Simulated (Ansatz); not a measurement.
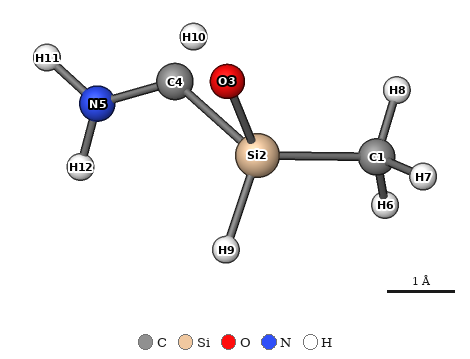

*The starting structure (ball-and-stick view, seen at a tilt; atoms are numbered from 1 in the order of the input).*

Bond lengths as drawn: C–H 1.10 Å, C–N 1.32 Å, C–Si 1.89 to 1.92 Å, H–N 1.03 Å, H–Si 1.51 Å and O–Si 1.67 Å.

## Run report: C2H7NOSi, molecular dynamics (part 1 of 3)

The run: molecular dynamics of C2H7NOSi. Method and program: RKS BLYP/6-31G* (Ansatz 0.2.0).

It belongs to a series of runs on one base structure; here: dynamics from the highest image of the converged band. Figures and captions count atoms from 1; the log counts them from 0 in places.

Input file:
```yaml
crystal:
  periodic: [false, false, false]
  atoms:
    - { symbol: C, position_ang: [-1.365707, 1.015464, 1.179268] }
    - { symbol: Si, position_ang: [0.210417, 0.077245, 0.72278] }
    - { symbol: O, position_ang: [0.342659, -1.543878, 1.098345] }
    - { symbol: C, position_ang: [0.253978, -0.724834, -1.019468] }
    - { symbol: "N", position_ang: [1.154569, -0.581002, -1.974101] }
    - { symbol: H, position_ang: [-1.345343, 2.049098, 0.79045] }
    - { symbol: H, position_ang: [-1.481022, 1.073274, 2.275854] }
    - { symbol: H, position_ang: [-2.256072, 0.506862, 0.774264] }
    - { symbol: H, position_ang: [1.417968, 0.909131, 1.066274] }
    - { symbol: H, position_ang: [0.059962, -1.76138, -0.121901] }
    - { symbol: H, position_ang: [1.328087, -1.321806, -2.664947] }
    - { symbol: H, position_ang: [1.757606, 0.246625, -2.092919] }
basis:
  gaussian: { orbitals: "6-31G*" }
hamiltonian:
  xc: blyp
md:
  timestep: 0.5
  n_steps: 200
  ensemble: nve
  temperature: 300.0
  initial_velocities: maxwell_boltzmann
  seed: 4954
```

Run as:
```bash
ansatz run input.yaml --threads 2 --pin off --max-ram 3072MiB --backend cpu --events-out ev --progress --plain --runs-dir out
```

Log:
```
Engine: ansatz 0.2.0, aarch64-unknown-linux-gnu
Functional definition: BLYP
  parameter beta = 0.0042
  parameter a = 0.04918
  parameter b = 0.132
  parameter c = 0.2533
  parameter d = 0.349
  exchange = b88_x(beta = beta)
  correlation = lyp_c(a = a, b = b, c = c, d = d)
1163 factors; their error is unknown
mean field evaluation 1: about -13582.8725 eV, gradient 8.6e1 eV
mean field evaluation 2: about -13447.6818 eV, gradient 2.0e2 eV
mean field evaluation 4: about -13597.6162 eV, gradient 1.4e1 eV
mean field evaluation 8: about -13598.2689 eV, gradient 3.1e-1 eV
mean field evaluation 16: about -13598.1836 eV, gradient 2.4e-3 eV
mean field -13598.18357255 eV, -499.7240291115 hartree, gradient 3.9e-5 eV, S^2 0.000000; 0 other end points of the search recorded, 0 dependent functions left out
the calculation of the forces begins
reference -13598.18388666 eV, -499.7240406548 hartree; 24, 24 occupied and 69, 69 virtual orbitals, 1163 factors
md step     0: t =     0.00 fs  T =   300.0 K  F+E_penalty+E_count = -13598.18357255 eV  E_kin = 0.387780 eV  conserved = -13597.79579256 eV  (30 SCF iters)
these checks for a lower state are left out or cut short: starts, cluster_reference, orbital_swaps, neighbouring_geometries, increment
1163 factors; their error is unknown
mean field -13598.17475834 eV, -499.7237051953 hartree, gradient 2.1e-5 eV, S^2 0.000000; 0 other end points of the search recorded, 0 dependent functions left out
the calculation of the forces begins
reference -13598.17507268 eV, -499.7237167470 hartree; 24, 24 occupied and 69, 69 virtual orbitals, 1163 factors
md step     1: t =     0.50 fs  T =   293.3 K  F+E_penalty+E_count = -13598.17475834 eV  E_kin = 0.379156 eV  conserved = -13597.79560249 eV  (33 SCF iters)
[... from here on the SCF iterations and repeated set-up lines of each step are left out, up to the last step ...]
md step     2: t =     1.00 fs  T =   275.2 K  F+E_penalty+E_count = -13598.15093112 eV  E_kin = 0.355755 eV  conserved = -13597.79517581 eV  (33 SCF iters)
md step     3: t =     1.50 fs  T =   250.6 K  F+E_penalty+E_count = -13598.11860467 eV  E_kin = 0.323948 eV  conserved = -13597.79465683 eV  (33 SCF iters)
md step     4: t =     2.00 fs  T =   225.6 K  F+E_penalty+E_count = -13598.08577376 eV  E_kin = 0.291556 eV  conserved = -13597.79421767 eV  (33 SCF iters)
md step     5: t =     2.50 fs  T =   205.2 K  F+E_penalty+E_count = -13598.05926527 eV  E_kin = 0.265277 eV  conserved = -13597.79398803 eV  (33 SCF iters)
md step     6: t =     3.00 fs  T =   192.4 K  F+E_penalty+E_count = -13598.04272908 eV  E_kin = 0.248727 eV  conserved = -13597.79400248 eV  (33 SCF iters)
md step     7: t =     3.50 fs  T =   187.1 K  F+E_penalty+E_count = -13598.03606516 eV  E_kin = 0.241867 eV  conserved = -13597.79419781 eV  (33 SCF iters)
md step     8: t =     4.00 fs  T =   187.1 K  F+E_penalty+E_count = -13598.03634774 eV  E_kin = 0.241891 eV  conserved = -13597.79445686 eV  (33 SCF iters)
md step     9: t =     4.50 fs  T =   189.5 K  F+E_penalty+E_count = -13598.03960292 eV  E_kin = 0.244936 eV  conserved = -13597.79466670 eV  (33 SCF iters)
md step    10: t =     5.00 fs  T =   191.7 K  F+E_penalty+E_count = -13598.04258405 eV  E_kin = 0.247832 eV  conserved = -13597.79475231 eV  (33 SCF iters)
md step    11: t =     5.50 fs  T =   192.9 K  F+E_penalty+E_count = -13598.04399656 eV  E_kin = 0.249314 eV  conserved = -13597.79468264 eV  (33 SCF iters)
md step    12: t =     6.00 fs  T =   193.8 K  F+E_penalty+E_count = -13598.04503451 eV  E_kin = 0.250570 eV  conserved = -13597.79446455 eV  (34 SCF iters)
md step    13: t =     6.50 fs  T =   197.4 K  F+E_penalty+E_count = -13598.04928817 eV  E_kin = 0.255148 eV  conserved = -13597.79414031 eV  (33 SCF iters)
md step    14: t =     7.00 fs  T =   207.5 K  F+E_penalty+E_count = -13598.06205193 eV  E_kin = 0.268260 eV  conserved = -13597.79379182 eV  (34 SCF iters)
md step    15: t =     7.50 fs  T =   228.6 K  F+E_penalty+E_count = -13598.08901422 eV  E_kin = 0.295482 eV  conserved = -13597.79353250 eV  (33 SCF iters)
md step    16: t =     8.00 fs  T =   263.8 K  F+E_penalty+E_count = -13598.13448288 eV  E_kin = 0.341005 eV  conserved = -13597.79347761 eV  (33 SCF iters)
md step    17: t =     8.50 fs  T =   314.1 K  F+E_penalty+E_count = -13598.19964076 eV  E_kin = 0.405950 eV  conserved = -13597.79369088 eV  (33 SCF iters)
md step    18: t =     9.00 fs  T =   377.1 K  F+E_penalty+E_count = -13598.28161310 eV  E_kin = 0.487473 eV  conserved = -13597.79414026 eV  (33 SCF iters)
md step    19: t =     9.50 fs  T =   448.2 K  F+E_penalty+E_count = -13598.37398788 eV  E_kin = 0.579295 eV  conserved = -13597.79469294 eV  (33 SCF iters)
md step    20: t =    10.00 fs  T =   521.2 K  F+E_penalty+E_count = -13598.46882495 eV  E_kin = 0.673662 eV  conserved = -13597.79516272 eV  (33 SCF iters)
md step    21: t =    10.50 fs  T =   591.1 K  F+E_penalty+E_count = -13598.55941660 eV  E_kin = 0.764023 eV  conserved = -13597.79539344 eV  (33 SCF iters)
md step    22: t =    11.00 fs  T =   655.4 K  F+E_penalty+E_count = -13598.64255568 eV  E_kin = 0.847211 eV  conserved = -13597.79534440 eV  (33 SCF iters)
md step    23: t =    11.50 fs  T =   714.8 K  F+E_penalty+E_count = -13598.71907896 eV  E_kin = 0.923945 eV  conserved = -13597.79513386 eV  (33 SCF iters)
md step    24: t =    12.00 fs  T =   771.5 K  F+E_penalty+E_count = -13598.79217048 eV  E_kin = 0.997190 eV  conserved = -13597.79498081 eV  (33 SCF iters)
md step    25: t =    12.50 fs  T =   827.1 K  F+E_penalty+E_count = -13598.86423819 eV  E_kin = 1.069148 eV  conserved = -13597.79508986 eV  (33 SCF iters)
md step    26: t =    13.00 fs  T =   880.9 K  F+E_penalty+E_count = -13598.93412715 eV  E_kin = 1.138620 eV  conserved = -13597.79550762 eV  (32 SCF iters)
md step    27: t =    13.50 fs  T =   928.7 K  F+E_penalty+E_count = -13598.99652225 eV  E_kin = 1.200427 eV  conserved = -13597.79609492 eV  (32 SCF iters)
md step    28: t =    14.00 fs  T =   964.9 K  F+E_penalty+E_count = -13599.04390319 eV  E_kin = 1.247278 eV  conserved = -13597.79662556 eV  (34 SCF iters)
md step    29: t =    14.50 fs  T =   984.6 K  F+E_penalty+E_count = -13599.06964321 eV  E_kin = 1.272708 eV  conserved = -13597.79693527 eV  (33 SCF iters)
md step    30: t =    15.00 fs  T =   985.1 K  F+E_penalty+E_count = -13599.07035256 eV  E_kin = 1.273389 eV  conserved = -13597.79696362 eV  (33 SCF iters)
md step    31: t =    15.50 fs  T =   967.0 K  F+E_penalty+E_count = -13599.04671421 eV  E_kin = 1.249968 eV  conserved = -13597.79674623 eV  (33 SCF iters)
md step    32: t =    16.00 fs  T =   933.4 K  F+E_penalty+E_count = -13599.00294800 eV  E_kin = 1.206573 eV  conserved = -13597.79637471 eV  (33 SCF iters)
md step    33: t =    16.50 fs  T =   889.3 K  F+E_penalty+E_count = -13598.94547782 eV  E_kin = 1.149531 eV  conserved = -13597.79594637 eV  (33 SCF iters)
md step    34: t =    17.00 fs  T =   840.1 K  F+E_penalty+E_count = -13598.88150202 eV  E_kin = 1.085971 eV  conserved = -13597.79553066 eV  (33 SCF iters)
md step    35: t =    17.50 fs  T =   791.2 K  F+E_penalty+E_count = -13598.81793048 eV  E_kin = 1.022766 eV  conserved = -13597.79516415 eV  (33 SCF iters)
md step    36: t =    18.00 fs  T =   747.3 K  F+E_penalty+E_count = -13598.76079860 eV  E_kin = 0.965936 eV  conserved = -13597.79486218 eV  (33 SCF iters)
md step    37: t =    18.50 fs  T =   712.0 K  F+E_penalty+E_count = -13598.71499114 eV  E_kin = 0.920350 eV  conserved = -13597.79464126 eV  (33 SCF iters)
md step    38: t =    19.00 fs  T =   688.1 K  F+E_penalty+E_count = -13598.68395033 eV  E_kin = 0.889415 eV  conserved = -13597.79453572 eV  (33 SCF iters)
md step    39: t =    19.50 fs  T =   676.6 K  F+E_penalty+E_count = -13598.66915120 eV  E_kin = 0.874562 eV  conserved = -13597.79458926 eV  (32 SCF iters)
md step    40: t =    20.00 fs  T =   676.6 K  F+E_penalty+E_count = -13598.66944907 eV  E_kin = 0.874615 eV  conserved = -13597.79483383 eV  (33 SCF iters)
md step    41: t =    20.50 fs  T =   685.0 K  F+E_penalty+E_count = -13598.68063167 eV  E_kin = 0.885367 eV  conserved = -13597.79526484 eV  (33 SCF iters)
md step    42: t =    21.00 fs  T =   696.1 K  F+E_penalty+E_count = -13598.69555883 eV  E_kin = 0.899739 eV  conserved = -13597.79581960 eV  (33 SCF iters)
md step    43: t =    21.50 fs  T =   703.1 K  F+E_penalty+E_count = -13598.70522812 eV  E_kin = 0.908869 eV  conserved = -13597.79635893 eV  (33 SCF iters)
md step    44: t =    22.00 fs  T =   699.6 K  F+E_penalty+E_count = -13598.70102714 eV  E_kin = 0.904358 eV  conserved = -13597.79666872 eV  (33 SCF iters)
md step    45: t =    22.50 fs  T =   682.0 K  F+E_penalty+E_count = -13598.67805896 eV  E_kin = 0.881534 eV  conserved = -13597.79652458 eV  (33 SCF iters)
md step    46: t =    23.00 fs  T =   651.9 K  F+E_penalty+E_count = -13598.63848017 eV  E_kin = 0.842646 eV  conserved = -13597.79583417 eV  (33 SCF iters)
md step    47: t =    23.50 fs  T =   617.3 K  F+E_penalty+E_count = -13598.59271588 eV  E_kin = 0.797929 eV  conserved = -13597.79478652 eV  (33 SCF iters)
md step    48: t =    24.00 fs  T =   590.0 K  F+E_penalty+E_count = -13598.55647844 eV  E_kin = 0.762633 eV  conserved = -13597.79384570 eV  (34 SCF iters)
md step    49: t =    24.50 fs  T =   580.5 K  F+E_penalty+E_count = -13598.54384821 eV  E_kin = 0.750357 eV  conserved = -13597.79349169 eV  (33 SCF iters)
md step    50: t =    25.00 fs  T =   592.9 K  F+E_penalty+E_count = -13598.56021681 eV  E_kin = 0.766343 eV  conserved = -13597.79387392 eV  (33 SCF iters)
md step    51: t =    25.50 fs  T =   623.0 K  F+E_penalty+E_count = -13598.59999808 eV  E_kin = 0.805281 eV  conserved = -13597.79471723 eV  (33 SCF iters)
md step    52: t =    26.00 fs  T =   661.4 K  F+E_penalty+E_count = -13598.65047196 eV  E_kin = 0.854897 eV  conserved = -13597.79557466 eV  (34 SCF iters)
md step    53: t =    26.50 fs  T =   698.0 K  F+E_penalty+E_count = -13598.69831783 eV  E_kin = 0.902181 eV  conserved = -13597.79613685 eV  (33 SCF iters)
md step    54: t =    27.00 fs  T =   725.7 K  F+E_penalty+E_count = -13598.73439987 eV  E_kin = 0.938067 eV  conserved = -13597.79633258 eV  (33 SCF iters)
md step    55: t =    27.50 fs  T =   741.8 K  F+E_penalty+E_count = -13598.75514886 eV  E_kin = 0.958910 eV  conserved = -13597.79623905 eV  (34 SCF iters)
md step    56: t =    28.00 fs  T =   747.1 K  F+E_penalty+E_count = -13598.76164661 eV  E_kin = 0.965687 eV  conserved = -13597.79595941 eV  (33 SCF iters)
md step    57: t =    28.50 fs  T =   744.7 K  F+E_penalty+E_count = -13598.75812769 eV  E_kin = 0.962559 eV  conserved = -13597.79556830 eV  (33 SCF iters)
md step    58: t =    29.00 fs  T =   739.3 K  F+E_penalty+E_count = -13598.75075783 eV  E_kin = 0.955636 eV  conserved = -13597.79512174 eV  (34 SCF iters)
md step    59: t =    29.50 fs  T =   736.4 K  F+E_penalty+E_count = -13598.74662358 eV  E_kin = 0.951933 eV  conserved = -13597.79469037 eV  (33 SCF iters)
md step    60: t =    30.00 fs  T =   741.2 K  F+E_penalty+E_count = -13598.75250573 eV  E_kin = 0.958128 eV  conserved = -13597.79437727 eV  (32 SCF iters)
md step    61: t =    30.50 fs  T =   757.3 K  F+E_penalty+E_count = -13598.77321103 eV  E_kin = 0.978909 eV  conserved = -13597.79430193 eV  (33 SCF iters)
md step    62: t =    31.00 fs  T =   785.4 K  F+E_penalty+E_count = -13598.80973453 eV  E_kin = 1.015183 eV  conserved = -13597.79455168 eV  (33 SCF iters)
md step    63: t =    31.50 fs  T =   822.3 K  F+E_penalty+E_count = -13598.85798069 eV  E_kin = 1.062854 eV  conserved = -13597.79512676 eV  (33 SCF iters)
md step    64: t =    32.00 fs  T =   861.0 K  F+E_penalty+E_count = -13598.90886163 eV  E_kin = 1.112954 eV  conserved = -13597.79590785 eV  (34 SCF iters)
md step    65: t =    32.50 fs  T =   892.4 K  F+E_penalty+E_count = -13598.95022303 eV  E_kin = 1.153555 eV  conserved = -13597.79666840 eV  (34 SCF iters)
md step    66: t =    33.00 fs  T =   907.7 K  F+E_penalty+E_count = -13598.97038225 eV  E_kin = 1.173252 eV  conserved = -13597.79713006 eV  (33 SCF iters)
md step    67: t =    33.50 fs  T =   901.5 K  F+E_penalty+E_count = -13598.96239589 eV  E_kin = 1.165342 eV  conserved = -13597.79705424 eV  (34 SCF iters)
md step    68: t =    34.00 fs  T =   875.2 K  F+E_penalty+E_count = -13598.92760754 eV  E_kin = 1.131243 eV  conserved = -13597.79636421 eV  (34 SCF iters)
md step    69: t =    34.50 fs  T =   836.6 K  F+E_penalty+E_count = -13598.87662044 eV  E_kin = 1.081360 eV  conserved = -13597.79525999 eV  (33 SCF iters)
md step    70: t =    35.00 fs  T =   798.3 K  F+E_penalty+E_count = -13598.82612423 eV  E_kin = 1.031915 eV  conserved = -13597.79420926 eV  (33 SCF iters)
md step    71: t =    35.50 fs  T =   772.2 K  F+E_penalty+E_count = -13598.79190612 eV  E_kin = 0.998189 eV  conserved = -13597.79371709 eV  (34 SCF iters)
md step    72: t =    36.00 fs  T =   763.9 K  F+E_penalty+E_count = -13598.78144636 eV  E_kin = 0.987451 eV  conserved = -13597.79399498 eV  (34 SCF iters)
md step    73: t =    36.50 fs  T =   770.5 K  F+E_penalty+E_count = -13598.79077521 eV  E_kin = 0.995945 eV  conserved = -13597.79483068 eV  (34 SCF iters)
md step    74: t =    37.00 fs  T =   782.6 K  F+E_penalty+E_count = -13598.80743556 eV  E_kin = 1.011652 eV  conserved = -13597.79578339 eV  (33 SCF iters)
md step    75: t =    37.50 fs  T =   789.4 K  F+E_penalty+E_count = -13598.81689618 eV  E_kin = 1.020415 eV  conserved = -13597.79648099 eV  (33 SCF iters)
md step    76: t =    38.00 fs  T =   782.5 K  F+E_penalty+E_count = -13598.80821656 eV  E_kin = 1.011458 eV  conserved = -13597.79675849 eV  (34 SCF iters)
md step    77: t =    38.50 fs  T =   758.3 K  F+E_penalty+E_count = -13598.77681167 eV  E_kin = 0.980193 eV  conserved = -13597.79661819 eV  (34 SCF iters)
md step    78: t =    39.00 fs  T =   718.3 K  F+E_penalty+E_count = -13598.72467104 eV  E_kin = 0.928527 eV  conserved = -13597.79614381 eV  (34 SCF iters)
md step    79: t =    39.50 fs  T =   668.2 K  F+E_penalty+E_count = -13598.65917505 eV  E_kin = 0.863717 eV  conserved = -13597.79545792 eV  (33 SCF iters)
md step    80: t =    40.00 fs  T =   616.1 K  F+E_penalty+E_count = -13598.59114351 eV  E_kin = 0.796422 eV  conserved = -13597.79472105 eV  (33 SCF iters)
md step    81: t =    40.50 fs  T =   571.0 K  F+E_penalty+E_count = -13598.53222367 eV  E_kin = 0.738101 eV  conserved = -13597.79412270 eV  (33 SCF iters)
md step    82: t =    41.00 fs  T =   540.0 K  F+E_penalty+E_count = -13598.49186975 eV  E_kin = 0.698042 eV  conserved = -13597.79382778 eV  (33 SCF iters)
md step    83: t =    41.50 fs  T =   526.7 K  F+E_penalty+E_count = -13598.47474778 eV  E_kin = 0.680839 eV  conserved = -13597.79390901 eV  (33 SCF iters)
md step    84: t =    42.00 fs  T =   530.2 K  F+E_penalty+E_count = -13598.47959334 eV  E_kin = 0.685277 eV  conserved = -13597.79431635 eV  (34 SCF iters)
md step    85: t =    42.50 fs  T =   545.5 K  F+E_penalty+E_count = -13598.49997489 eV  E_kin = 0.705065 eV  conserved = -13597.79490945 eV  (34 SCF iters)
md step    86: t =    43.00 fs  T =   565.5 K  F+E_penalty+E_count = -13598.52649470 eV  E_kin = 0.730974 eV  conserved = -13597.79552067 eV  (34 SCF iters)
md step    87: t =    43.50 fs  T =   582.9 K  F+E_penalty+E_count = -13598.54948766 eV  E_kin = 0.753489 eV  conserved = -13597.79599911 eV  (34 SCF iters)
md step    88: t =    44.00 fs  T =   592.0 K  F+E_penalty+E_count = -13598.56149883 eV  E_kin = 0.765277 eV  conserved = -13597.79622155 eV  (34 SCF iters)
md step    89: t =    44.50 fs  T =   590.4 K  F+E_penalty+E_count = -13598.55929291 eV  E_kin = 0.763203 eV  conserved = -13597.79608970 eV  (33 SCF iters)
md step    90: t =    45.00 fs  T =   580.1 K  F+E_penalty+E_count = -13598.54534348 eV  E_kin = 0.749789 eV  conserved = -13597.79555425 eV  (34 SCF iters)
md step    91: t =    45.50 fs  T =   567.6 K  F+E_penalty+E_count = -13598.52839490 eV  E_kin = 0.733710 eV  conserved = -13597.79468487 eV  (34 SCF iters)
md step    92: t =    46.00 fs  T =   563.4 K  F+E_penalty+E_count = -13598.52206607 eV  E_kin = 0.728309 eV  conserved = -13597.79375664 eV  (33 SCF iters)
md step    93: t =    46.50 fs  T =   578.1 K  F+E_penalty+E_count = -13598.54042827 eV  E_kin = 0.747202 eV  conserved = -13597.79322626 eV  (33 SCF iters)
md step    94: t =    47.00 fs  T =   617.1 K  F+E_penalty+E_count = -13598.59119017 eV  E_kin = 0.797699 eV  conserved = -13597.79349104 eV  (33 SCF iters)
md step    95: t =    47.50 fs  T =   677.3 K  F+E_penalty+E_count = -13598.67008472 eV  E_kin = 0.875524 eV  conserved = -13597.79456024 eV  (33 SCF iters)
md step    96: t =    48.00 fs  T =   746.6 K  F+E_penalty+E_count = -13598.76098993 eV  E_kin = 0.965010 eV  conserved = -13597.79598015 eV  (33 SCF iters)
md step    97: t =    48.50 fs  T =   808.8 K  F+E_penalty+E_count = -13598.84264032 eV  E_kin = 1.045498 eV  conserved = -13597.79714196 eV  (33 SCF iters)
md step    98: t =    49.00 fs  T =   850.9 K  F+E_penalty+E_count = -13598.89756787 eV  E_kin = 1.099901 eV  conserved = -13597.79766646 eV  (33 SCF iters)
md step    99: t =    49.50 fs  T =   866.7 K  F+E_penalty+E_count = -13598.91781427 eV  E_kin = 1.120279 eV  conserved = -13597.79753562 eV  (34 SCF iters)
md step   100: t =    50.00 fs  T =   857.5 K  F+E_penalty+E_count = -13598.90538611 eV  E_kin = 1.108413 eV  conserved = -13597.79697280 eV  (33 SCF iters)
md step   101: t =    50.50 fs  T =   830.0 K  F+E_penalty+E_count = -13598.86905470 eV  E_kin = 1.072803 eV  conserved = -13597.79625197 eV  (34 SCF iters)
md step   102: t =    51.00 fs  T =   792.7 K  F+E_penalty+E_count = -13598.82023358 eV  E_kin = 1.024656 eV  conserved = -13597.79557742 eV  (34 SCF iters)
md step   103: t =    51.50 fs  T =   754.1 K  F+E_penalty+E_count = -13598.76977843 eV  E_kin = 0.974722 eV  conserved = -13597.79505650 eV  (34 SCF iters)
md step   104: t =    52.00 fs  T =   720.6 K  F+E_penalty+E_count = -13598.72621034 eV  E_kin = 0.931484 eV  conserved = -13597.79472648 eV  (33 SCF iters)
md step   105: t =    52.50 fs  T =   696.6 K  F+E_penalty+E_count = -13598.69501372 eV  E_kin = 0.900421 eV  conserved = -13597.79459279 eV  (33 SCF iters)
```
